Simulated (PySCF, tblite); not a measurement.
# C2H8F3NSi2: dynamics, then NMR shifts on frames, part 2 of 2

tblite 0.8.0 and PySCF 2.14.0. Atoms count from 0.

**6. Shielding tensors: 800 fs, PBE0/pcSseg-1**

Job settings and geometry (Å):

```
{"job": {"kind": "nmr", "xc": "PBE0", "basis": "pcSseg-1", "pop": false}, "charge": 0, "multiplicity": 1}
F     -2.094100    -0.673700     2.621600
C     -2.503200    -0.131600     1.402700
F     -3.779800    -0.468300     1.404600
F     -2.451400     1.216100     1.420200
C     -1.662000    -0.558000     0.188200
N     -0.273700    -0.276600     0.299700
Si     0.520700     1.159900    -0.342400
Si     0.789800    -1.266400     1.310900
H     -1.668200    -1.656200    -0.062800
H     -2.106100    -0.038500    -0.710200
H      0.132500     2.368500     0.389100
H     -0.174000     1.249000    -1.583200
H      1.990300     0.908300    -0.407600
H      0.504400    -2.571200     0.768800
H      0.563500    -1.097100     2.745900
H      2.214200    -1.071600     1.072200
```

With the program's defaults for keys left out, this is: GIAO PBE0/pcSseg-1 NMR shielding, non-relativistic, gas phase.

The log of the run:

```text
coarse grid: 14704 points
cycle   1  E = -1013.3439827349  dE =  8.735e-01  |g| = 9.250e-01  |ddm| = 3.513e+00
cycle   2  E = -1013.1675756107  dE =  1.764e-01  |g| = 1.424e+00  |ddm| = 1.215e+00
cycle   3  E = -1013.4920216701  dE = -3.244e-01  |g| = 5.785e-02  |ddm| = 7.632e-01
cycle   4  E = -1013.4922942360  dE = -2.726e-04  |g| = 4.468e-02  |ddm| = 7.708e-02
cycle   5  E = -1013.4926328678  dE = -3.386e-04  |g| = 9.379e-03  |ddm| = 3.610e-02
cycle   6  E = -1013.4926452625  dE = -1.239e-05  |g| = 2.585e-03  |ddm| = 7.386e-03
cycle   7  E = -1013.4926466799  dE = -1.417e-06  |g| = 6.019e-04  |ddm| = 2.573e-03
final grid: 135048 points
cycle   8  E = -1013.5544300300  dE = -3.393e-05  |g| = 8.033e-03  |ddm| = 2.196e-02
cycle   9  E = -1013.5544119147  dE =  1.812e-05  |g| = 1.270e-02  |ddm| = 1.610e-02
cycle  10  E = -1013.5544430924  dE = -3.118e-05  |g| = 6.725e-04  |ddm| = 9.661e-03
cycle  11  E = -1013.5544431603  dE = -6.796e-08  |g| = 3.429e-04  |ddm| = 6.708e-04
cycle  12  E = -1013.5544431820  dE = -2.168e-08  |g| = 8.691e-05  |ddm| = 2.838e-04
cycle  13  E = -1013.5544431832  dE = -1.167e-09  |g| = 2.055e-05  |ddm| = 7.791e-05
cycle  14  E = -1013.5544431833  dE = -8.072e-11  |g| = 5.288e-06  |ddm| = 1.890e-05
converged SCF energy = -1013.5544431833

GIAO shielding tensors (ppm)
atom      isotropic    diamagn.    paramagn.     s11        s22        s33       span
  0 F      232.774     474.716    -241.943    133.914    209.839    354.567    220.653
  1 C       47.080     244.413    -197.333     37.664     50.566     53.010     15.346
  2 F      255.595     465.232    -209.638    177.960    265.768    323.055    145.095
  3 F      242.845     475.613    -232.767    154.729    238.843    334.964    180.234
  4 C      128.573     243.658    -115.085    107.326    132.486    145.907     38.581
  5 N      267.620     332.754     -65.134    252.824    265.482    284.555     31.731
  6 Si     382.795     881.782    -498.986    323.451    356.691    468.243    144.792
  7 Si     386.854     881.385    -494.531    321.748    359.887    478.926    157.178
  8 H       26.844      28.127      -1.283     21.545     26.632     32.354     10.809
  9 H       27.444      28.770      -1.325     23.398     27.318     31.617      8.219
 10 H       26.667      30.455      -3.787     22.603     25.395     32.004      9.401
 11 H       27.419      31.929      -4.510     23.931     25.408     32.919      8.988
 12 H       26.263      30.627      -4.365     22.269     25.620     30.899      8.630
 13 H       27.185      30.683      -3.498     23.967     24.681     32.906      8.939
 14 H       26.671      29.819      -3.147     22.186     25.946     31.883      9.697
 15 H       26.754      30.760      -4.006     22.985     26.020     31.258      8.273
```

It took 25 s on 1 thread of Arm Neoverse V1, shared host; peak memory 0.91 GiB.

This run: δ C1 139.8, C4 58.4, F0 -61.8, F3 -71.9, H12 5.45, H10 5.05 ppm.

**7. Nuclear shieldings: 1000 fs, PBE0/pcSseg-1**

Job settings and geometry (Å):

```
{"job": {"kind": "nmr", "xc": "PBE0", "basis": "pcSseg-1", "pop": false}, "charge": 0, "multiplicity": 1}
F     -1.831400     0.051900     2.610300
C     -2.220200     0.292000     1.303700
F     -3.435900    -0.356100     1.289300
F     -2.389200     1.619700     1.276300
C     -1.263700    -0.208300     0.301000
N      0.121500     0.182200     0.510500
Si     0.716900     1.463500    -0.543600
Si     1.030000    -0.521000     1.862900
H     -1.459000    -1.356200     0.194600
H     -1.480600     0.153800    -0.688400
H      1.365000     2.498700     0.191800
H     -0.276600     2.026200    -1.352500
H      1.732700     0.968000    -1.494200
H      0.588300    -1.863500     2.328800
H      0.928900     0.311700     3.030400
H      2.378300    -0.480700     1.328300
```

Method: GIAO PBE0/pcSseg-1 NMR shielding, non-relativistic, gas phase.

The log of the run:

```text
coarse grid: 14704 points
cycle   1  E = -1013.3486297806  dE =  8.569e-01  |g| = 9.169e-01  |ddm| = 3.513e+00
cycle   2  E = -1013.1728740372  dE =  1.758e-01  |g| = 1.426e+00  |ddm| = 1.211e+00
cycle   3  E = -1013.4934876989  dE = -3.206e-01  |g| = 5.557e-02  |ddm| = 7.485e-01
cycle   4  E = -1013.4938695721  dE = -3.819e-04  |g| = 3.420e-02  |ddm| = 6.335e-02
cycle   5  E = -1013.4940874778  dE = -2.179e-04  |g| = 8.718e-03  |ddm| = 2.705e-02
cycle   6  E = -1013.4940985162  dE = -1.104e-05  |g| = 2.371e-03  |ddm| = 6.303e-03
cycle   7  E = -1013.4940995030  dE = -9.867e-07  |g| = 5.482e-04  |ddm| = 2.155e-03
final grid: 135048 points
cycle   8  E = -1013.5572012050  dE = -3.961e-05  |g| = 7.664e-03  |ddm| = 2.251e-02
cycle   9  E = -1013.5571868478  dE =  1.436e-05  |g| = 1.182e-02  |ddm| = 1.430e-02
cycle  10  E = -1013.5572130671  dE = -2.622e-05  |g| = 6.381e-04  |ddm| = 8.269e-03
cycle  11  E = -1013.5572131227  dE = -5.558e-08  |g| = 3.656e-04  |ddm| = 7.052e-04
cycle  12  E = -1013.5572131483  dE = -2.564e-08  |g| = 8.669e-05  |ddm| = 2.919e-04
cycle  13  E = -1013.5572131495  dE = -1.158e-09  |g| = 2.417e-05  |ddm| = 7.710e-05
cycle  14  E = -1013.5572131496  dE = -1.094e-10  |g| = 4.215e-06  |ddm| = 2.007e-05
converged SCF energy = -1013.5572131496

GIAO shielding tensors (ppm)
atom      isotropic    diamagn.    paramagn.     s11        s22        s33       span
  0 F      232.931     474.783    -241.852    127.124    226.841    344.829    217.705
  1 C       46.072     245.215    -199.143     35.768     45.625     56.823     21.054
  2 F      234.599     469.836    -235.237    136.161    218.831    348.806    212.645
  3 F      255.666     473.129    -217.464    164.340    267.658    334.998    170.658
  4 C      131.114     244.796    -113.682    107.465    127.834    158.042     50.578
  5 N      274.959     329.088     -54.129    244.994    270.121    309.760     64.766
  6 Si     386.631     881.068    -494.437    313.551    359.292    487.051    173.499
  7 Si     393.619     879.975    -486.356    330.357    382.786    467.713    137.355
  8 H       26.870      28.157      -1.287     21.844     26.693     32.072     10.228
  9 H       28.035      31.313      -3.277     22.997     28.604     32.505      9.508
 10 H       27.294      30.333      -3.038     23.548     25.136     33.200      9.652
 11 H       27.819      31.103      -3.284     24.232     26.635     32.589      8.358
 12 H       26.839      30.007      -3.168     23.008     24.760     32.750      9.742
 13 H       26.650      28.872      -2.222     23.697     24.794     31.459      7.762
 14 H       27.171      29.719      -2.548     23.554     25.614     32.346      8.791
 15 H       27.158      29.966      -2.808     22.996     25.515     32.962      9.966
```

Run time: 26 s. Hardware: 1 thread of Arm Neoverse V1, shared host; peak memory 0.91 GiB.

In short: δ C1 140.9, C4 55.8, F0 -62.0, F2 -63.7, H13 5.07, H12 4.88 ppm.

**8. Run by run: NMR shifts**

Shifts (ppm) of some atoms, chosen among heavy atoms and hydrogens apart, with basis size and wall time:

| frame | H10 | H8 | F3 | F2 | F0 | N5 | Si7 | functions | time |
| --- | --- | --- | --- | --- | --- | --- | --- | --- | --- |
| 250 fs | 4.78 | 2.67 | -68.9 | -97.6 | -101.7 | -10.0 | -36.9 | 190 | 34 s |
| 425 fs | 4.36 | 2.84 | -77.3 | -77.3 | -91.0 | 0.8 | -22.8 | 190 | 25 s |
| 625 fs | 6.14 | 4.33 | -70.0 | -70.4 | -89.7 | 12.4 | -47.4 | 190 | 25 s |
| 800 fs | 5.05 | 4.87 | -71.9 | -84.6 | -61.8 | 0.1 | -37.7 | 190 | 25 s |
| 1000 fs | 4.42 | 4.85 | -84.7 | -63.7 | -62.0 | -7.2 | -44.5 | 190 | 26 s |

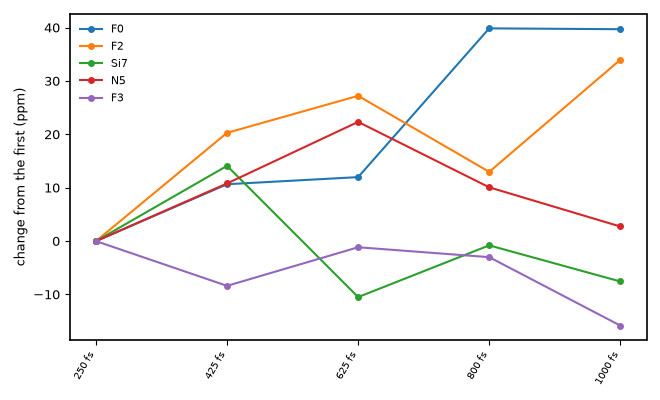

How five of the tabulated atoms move from run to run.

**9. Summary of results**

What follows sums up all 2 parts.

| quantity | value |
| --- | --- |
| thermostat | 400 K |
| mean temperature, second half | 383 K |
| mean potential energy above the minimum | 0.66 eV |
| 13C shifts against TMS (PBE0/pcSseg-1, 250 fs) | 136.6, 57.3 ppm |
| 1H shifts against TMS (PBE0/pcSseg-1, 250 fs) | 5.66, 4.78, 4.76, 4.52, 4.22, 4.15, 3.53, 2.67 ppm |
| 19F shifts against CFCl3 (PBE0/pcSseg-1, 250 fs) | -68.9, -97.6, -101.7 ppm |
| 15N shifts against NH3 (PBE0/pcSseg-1, 250 fs) | -10.0 ppm |
| 29Si shifts against TMS (PBE0/pcSseg-1, 250 fs) | -36.9, -44.2 ppm |
| surface potential, 1st and 99th percentile | -0.80 V and 1.34 V |
| range of the shift of F0 | -101.7 to -61.8 ppm |

**Reading.** In the second half the potential energy averages 0.66 eV above the minimum; equipartition over 42 harmonic modes at 400 K would give 0.72 eV. With 16 atoms the temperature swings widely (155 to 540 K). Shifts at one fixed geometry are not the observed spectrum, which averages over the motion. In the first frame run (250 fs): The widest tensor belongs to F3: span 245 ppm, with a paramagnetic part of -237 ppm. In ppm, F0 moves most: its shift spreads over 39.9 ppm, from -101.7 (250 fs) to -61.8 (800 fs).
